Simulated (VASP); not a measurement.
**Driving VASP from ASE on InF3**

Do ASE scripts that read InF3 from different structure formats give one answer, and do several routes find one equilibrium volume? All runs use LDA. Left out of this account: 1 further run (fields: a reference on another mesh). The start is a cell from a database of measured crystal structures.

Calculated with VASP 6.6.1; LDA; plane waves and PAW (In_d, F).

**1. The starting structure**

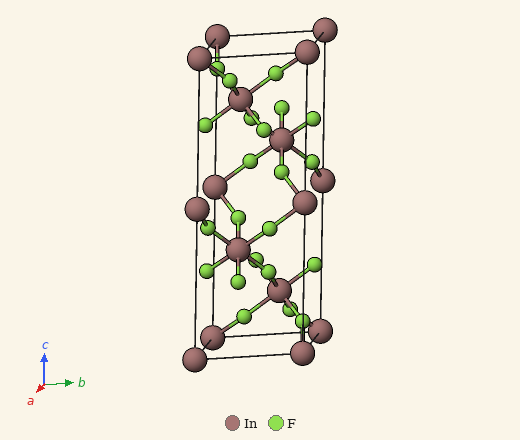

The starting structure, seen slightly off an axis (indium brown, fluorine green). This picture shows the conventional cell, with its axes. Bonds to atoms that aren't drawn are left out. Some periodic images of atoms are drawn too.

Coordinates:

```cif
data_structure
_symmetry_space_group_name_H-M 'R-3c:H'
_symmetry_Int_Tables_number 167
_cell_length_a 5.4103
_cell_length_b 5.4103
_cell_length_c 14.3775
_cell_angle_alpha 90.000
_cell_angle_beta 90.000
_cell_angle_gamma 120.000
_cell_volume 364.47
loop_
_atom_site_label
_atom_site_type_symbol
_atom_site_symmetry_multiplicity
_atom_site_Wyckoff_symbol
_atom_site_fract_x
_atom_site_fract_y
_atom_site_fract_z
_atom_site_occupancy
In1 In 6 b 0.00000 0.00000 0.50000 1
F1 F 18 e 0.94173 0.66667 0.41667 1
```

**2. Self-consistent run (LDA, through ASE)**

A single point through ASE, with the structure read from a POSCAR.

run.py

```python
import numpy as np
from ase.calculators.vasp import Vasp
from ase.io import read
from ase.dft.bandgap import bandgap

atoms = read('structure.vasp')

calc = Vasp(
    xc='lda',
    pp='LDA',
    prec='Accurate',
    encut=520,
    ediff=1e-06,
    nelm=100,
    ismear=-1,
    sigma=0.05,
    lreal=False,
    algo='Normal',
    nbands=42,
    lorbit=11,
    lwave=False,
    lcharg=False,
    kpar=8,
    isif=2,
    pp_version='64',
    setups={'In': '_d', 'F': ''},
    kpts=(6, 6, 6),
    gamma=True,
    txt='vasp.out',
)
atoms.calc = calc

print("energy (eV):", round(atoms.get_potential_energy(), 6))
print("Fermi level (eV):", round(calc.get_fermi_level(), 4))
print("forces (eV/A):")
print(np.round(atoms.get_forces(), 4))
print("stress (GPa, Voigt, tension positive):", np.round(atoms.get_stress() * 160.21766, 3))
gap, p1, p2 = bandgap(calc, direct=False)
print("gap on the mesh (eV):", round(gap, 4))
```

structure.vasp

```
InF3
1.0
    2.7051500000      1.5618190807      4.7925000000
   -2.7051500000      1.5618190807      4.7925000000
    0.0000000000     -3.1236381614      4.7925000000
In F
2 6
Direct
    0.0000000000      0.0000000000      0.0000000000
    0.5000000000      0.5000000000      0.5000000000
    0.8584000000      0.6416000000      0.2500000000
    0.2500000000      0.8584000000      0.6416000000
    0.6416000000      0.2500000000      0.8584000000
    0.1416000000      0.3584000000      0.7500000000
    0.7500000000      0.1416000000      0.3584000000
    0.3584000000      0.7500000000      0.1416000000
```

The projector-augmented-wave data sets are In_d and F (LDA family, release 64).

Command:

```
export ASE_VASP_COMMAND="mpirun -np 8 vasp_std"
python run.py
```

Output:

```text
energy (eV): -40.275845
Fermi level (eV): -0.5862
forces (eV/A):
[[ 0.      0.      0.    ]
 [ 0.      0.      0.    ]
 [ 0.0961  0.     -0.    ]
 [-0.048   0.0832  0.    ]
 [-0.048  -0.0832  0.    ]
 [-0.0961  0.     -0.    ]
 [ 0.048  -0.0832  0.    ]
 [ 0.048   0.0832  0.    ]]
stress (GPa, Voigt, tension positive): [-0.269 -0.269  0.068 -0.    -0.    -0.   ]
gap on the mesh (eV): 4.2424
```

It took 18 s on 8 MPI ranks of Intel Xeon 6975P-C (Granite Rapids), shared host; peak memory 2.6 GiB; 2 min of CPU time.

The logs omit lines about the potential files and the build; timing stands in the text.

The INCAR that ASE wrote:

```
ENCUT = 520.000000
SIGMA = 0.050000
EDIFF = 1.00e-06
ALGO = Normal
PREC = Accurate
ISIF = 2
ISMEAR = -1
KPAR = 8
LORBIT = 11
NBANDS = 42
NELM = 100
LCHARG = .FALSE.
LWAVE = .FALSE.
LREAL = .FALSE.
```

The KPOINTS that ASE wrote:

```
KPOINTS created by Atomic Simulation Environment
0
Gamma
6 6 6
0 0 0
```

vasp.out:

```text
[banner, memory and clock lines left out]
running    8 mpi-ranks, on    1 nodes
 distrk:  each k-point on    1 cores,    8 groups
 distr:  one band on    1 cores,    1 groups

 POSCAR found type information on POSCAR InF
 POSCAR found :  2 types and       8 ions
|                                                                             |
|           W    W    AA    RRRRR   N    N  II  N    N   GGGG   !!!           |
|           W    W   A  A   R    R  NN   N  II  NN   N  G    G  !!!           |
|           W    W  A    A  R    R  N N  N  II  N N  N  G       !!!           |
|           W WW W  AAAAAA  RRRRR   N  N N  II  N  N N  G  GGG   !            |
|           WW  WW  A    A  R   R   N   NN  II  N   NN  G    G                |
|           W    W  A    A  R    R  N    N  II  N    N   GGGG   !!!           |
|                                                                             |
|     For optimal performance we recommend to set                             |
|       NCORE = 2 up to number-of-cores-per-socket                            |
|     NCORE specifies how many cores store one orbital (NPAR=cpu/NCORE).      |
|     This setting can greatly improve the performance of VASP for DFT.       |
|     The default, NCORE=1 might be grossly inefficient on modern             |
|     multi-core architectures or massively parallel machines. Do your        |
|     Unfortunately you need to use the default for GW and RPA                |
|     calculations (for HF NCORE is supported but not extensively tested      |
|     yet).                                                                   |
|                                                                             |

 LDA part: xc-table for (Slater(with rela. corr.)+CA(PZ))
 , standard interpolation
 POSCAR, INCAR and KPOINTS ok, starting setup
 FFT: planning ... GRIDC
 FFT: planning ... GRID_SOFT
 FFT: planning ... GRID
 WAVECAR not read
 entering main loop
       N       E                     dE             d eps       ncg     rms          rms(c)
DAV:   1     0.959353404060E+03    0.95935E+03   -0.33898E+04  2752   0.200E+03
DAV:   2     0.971071445696E+02   -0.86225E+03   -0.81918E+03  3146   0.563E+02
DAV:   3    -0.369579858329E+02   -0.13407E+03   -0.13249E+03  2810   0.232E+02
DAV:   4    -0.443482246796E+02   -0.73902E+01   -0.73199E+01  3438   0.601E+01
DAV:   5    -0.446363479535E+02   -0.28812E+00   -0.28778E+00  3496   0.116E+01    0.169E+01
DAV:   6    -0.404531038986E+02    0.41832E+01   -0.14805E+01  4236   0.476E+01    0.119E+01
DAV:   7    -0.403635673178E+02    0.89537E-01   -0.97909E-01  2972   0.617E+00    0.357E+00
DAV:   8    -0.402934359440E+02    0.70131E-01   -0.76846E-02  3922   0.242E+00    0.129E+00
DAV:   9    -0.402753612866E+02    0.18075E-01   -0.20455E-02  4134   0.213E+00    0.116E-01
DAV:  10    -0.402758393505E+02   -0.47806E-03   -0.51318E-03  3312   0.509E-01    0.190E-01
DAV:  11    -0.402758437941E+02   -0.44436E-05   -0.14189E-04  4354   0.108E-01    0.971E-02
DAV:  12    -0.402758456268E+02   -0.18327E-05   -0.10183E-05  4190   0.253E-02    0.465E-02
DAV:  13    -0.402758450632E+02    0.56364E-06   -0.18316E-06  2172   0.149E-02
   1 F= -.40275845E+02 E0= -.40275845E+02  d E =-.387977E-10
```

OUTCAR, selected parts (step 2):

```text
ion  position               nearest neighbor table
   1  0.000  0.000  0.000-   5 2.05   8 2.05   7 2.05   4 2.05   3 2.05   6 2.05   2 3.94   2 3.94
                             2 3.94   2 3.94   2 3.94   2 3.94
   2  0.500  0.500  0.500-   4 2.05   7 2.05   5 2.05   8 2.05   3 2.05   6 2.05   1 3.94   1 3.94
                             1 3.94   1 3.94   1 3.94   1 3.94
   3  0.858  0.642  0.250-   1 2.05   2 2.05
   4  0.250  0.858  0.642-   2 2.05   1 2.05
   5  0.642  0.250  0.858-   1 2.05   2 2.05
   6  0.142  0.358  0.750-   1 2.05   2 2.05
   7  0.750  0.142  0.358-   2 2.05   1 2.05
   8  0.358  0.750  0.142-   1 2.05   2 2.05

  LATTYP: Found a trigonal (rhomboedric) cell.
 ALAT       =     5.7205918936
 COS(alpha) =     0.5527701667

 Subroutine GETGRP returns: Found 12 space group operations
 (whereof  6 operations were pure point group operations)

The static configuration has the point symmetry S_6 .
 The point group associated with its full space group is D_3d.

 Found     32 irreducible k-points:

   k-points           NKPTS =     32   k-points in BZ     NKDIM =     32   number of bands    NBANDS=     42

   dimension x,y,z NGX =    48 NGY =   48 NGZ =   48
   dimension x,y,z NGXF=    96 NGYF=   96 NGZF=   96

   ENCUT  =  520.0 eV  38.22 Ry    6.18 a.u.  10.64 10.64 10.64*2*pi/ulx,y,z

   NELECT =      68.0000    total number of electrons

 k-points in reciprocal lattice and weights: KPOINTS created by Atomic Simulation Env
   0.00000000  0.00000000  0.00000000       0.005
   0.16666667 -0.00000000  0.00000000       0.028
   0.33333333 -0.00000000  0.00000000       0.028
   0.50000000  0.00000000  0.00000000       0.014
   0.16666667  0.16666667  0.00000000       0.028
   0.33333333  0.16666667  0.00000000       0.056
   0.50000000  0.16666667  0.00000000       0.056
  -0.33333333  0.16666667 -0.00000000       0.056
  -0.16666667  0.16666667  0.00000000       0.028
[...]
-0.33333333  0.50000000  0.33333333       0.028
   0.50000000  0.50000000  0.50000000       0.005

 average (electrostatic) potential at core
       1 -98.0465       2 -98.0465       3 -77.4534       4 -77.4534       5 -77.4534
       6 -77.4534       7 -77.4534       8 -77.4534

 E-fermi :  -0.5862

 k-point     1 :       0.0000    0.0000    0.0000
  band No.  band energies     occupation
    ...
     30      -2.1402      2.00000
     31      -1.8321      2.00000
     32      -1.8321      2.00000
     33      -1.7919      2.00000
     34      -1.7919      2.00000
     35       2.4903      0.00000
     36       8.4601      0.00000
     37       9.0000      0.00000
     38       9.6743      0.00000
     39       9.6743      0.00000
    ...

 k-point     2 :       0.1667   -0.0000    0.0000
  band No.  band energies     occupation
    ...
     30      -2.1469      2.00000
     31      -1.9170      2.00000
     32      -1.9021      2.00000
     33      -1.8606      2.00000
     34      -1.8378      2.00000
     35       2.8919      0.00000
     36       7.7306      0.00000
     37       9.1959      0.00000
     38       9.2871      0.00000
     39       9.9635      0.00000
    ...

 k-point     3 :       0.3333   -0.0000    0.0000
  band No.  band energies     occupation
    ...
     30      -2.1713      2.00000
     31      -2.1014      2.00000
     32      -2.0560      2.00000
     33      -1.9288      2.00000
     34      -1.8851      2.00000
     35       3.8845      0.00000
     36       6.4858      0.00000
     37       9.0547      0.00000
     38       9.7187      0.00000
     39       9.9137      0.00000
    ...

  Total        0.2038931      0.2038931     -0.0515280     -0.0000000     -0.0000000      0.0000000
  in kB        2.6889185      2.6889185     -0.6795449     -0.0000000     -0.0000000      0.0000000
  external PRESSURE =       1.5660974 kB  Pullay stress =       0.0000000 kB

  energy-cutoff  :      520.00
  volume of cell :      121.49
      direct lattice vectors                 reciprocal lattice vectors
     2.705150000  1.561819081  4.792500000     0.184832634  0.106713171  0.069553121
    -2.705150000  1.561819081  4.792500000    -0.184832634  0.106713171  0.069553121
     0.000000000 -3.123638161  4.792500000     0.000000000 -0.213426342  0.069553121

 POSITION                                       TOTAL-FORCE (eV/Angst)
 -----------------------------------------------------------------------------------
      0.00000      0.00000      0.00000         0.000000      0.000000      0.000000
      0.00000      0.00000      7.18875         0.000000      0.000000      0.000000
      0.58648      1.56182      8.38687         0.096054      0.000000     -0.000000
     -1.64581     -0.27301      8.38687        -0.048027      0.083185      0.000000
      1.05934     -1.28881      8.38687        -0.048027     -0.083185      0.000000
     -0.58648     -1.56182      5.99063        -0.096054      0.000000     -0.000000
      1.64581      0.27301      5.99063         0.048027     -0.083185      0.000000
     -1.05934      1.28881      5.99063         0.048027      0.083185      0.000000
 -----------------------------------------------------------------------------------
    total drift:                               -0.000000     -0.000000     -0.000000

  FREE ENERGIE OF THE ION-ELECTRON SYSTEM (eV)
  ---------------------------------------------------
  free  energy   TOTEN  =       -40.2758450632 eV

  energy  without entropy=      -40.2758450632  energy(sigma->0) =      -40.27584506

 total charge
# of ion       s       p       d       tot
------------------------------------------
    1        0.563   0.637  10.132  11.332
    2        0.563   0.637  10.132  11.332
    3        1.727   4.350   0.000   6.077
    4        1.727   4.350   0.000   6.077
    5        1.727   4.350   0.000   6.077
    6        1.727   4.350   0.000   6.077
    7        1.727   4.350   0.000   6.077
    8        1.727   4.350   0.000   6.077
--------------------------------------------------
tot         11.489  27.374  20.264  59.127

[... 3 further parts left out ...]
```

The gap is read on the k-mesh alone, so it is an upper bound where the band edges lie off the mesh.

This step gave:

- electronic cycles: 13
- electrons: 68
- bands: 42
- irreducible k-points: 32
- symmetry operations: 12
- free energy (TOTEN): -40.28 eV
- Fermi energy: -0.5862 eV
- pressure: 0.1566 GPa
- metallic: no
- valence top at k: 0.5, 0.5, 0
- conduction bottom at k: 0, 0, 0
- least direct gap at k: 0, 0, 0
- gap on the k-mesh: 4.242 eV
- least direct gap on the k-mesh: 4.282 eV

Force by atom:

```
atom  x (eV/Å)  y (eV/Å)  z (eV/Å)    size
 In1    0.0000    0.0000    0.0000  0.0000
 In2    0.0000    0.0000    0.0000  0.0000
  F3    0.0961    0.0000    0.0000  0.0961
  F4   -0.0480    0.0832    0.0000  0.0961
  F5   -0.0480   -0.0832    0.0000  0.0961
  F6   -0.0961    0.0000    0.0000  0.0961
  F7    0.0480   -0.0832    0.0000  0.0961
  F8    0.0480    0.0832    0.0000  0.0961
```

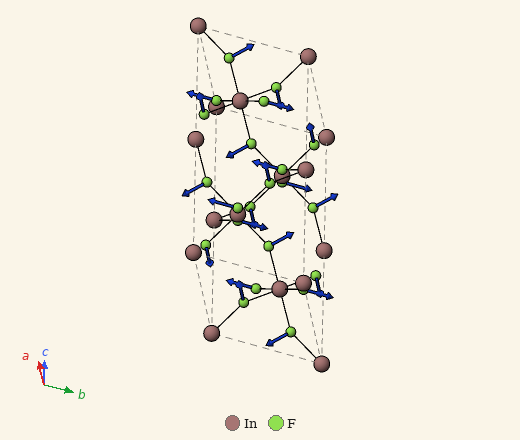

Force as arrows, the longest 0.0961 eV/Å. Bonds to atoms that aren't drawn are left out. Some periodic images of atoms are drawn too.

The pressure is 0.16 GPa and the largest force 0.096 eV/Å, so the cell is not at a minimum at these settings.

(Continued in part 2 of 4.)

[Lines on the potential files, build, host, timing and source positions are cut from VASP's logs without a mark.]

[Logs are printed without paths, hosts, clocks, repeated set-up lines and the standing remarks that a program may print on its own settings, such as how far it seeks lower states.]

[Hosts, paths, dates, database ids (printed as entryN), source tags and the programs' standing remarks are cut or masked in the printed files.]

[A measured line is paired with the nearest computed mode of its activity, which favours agreement.]
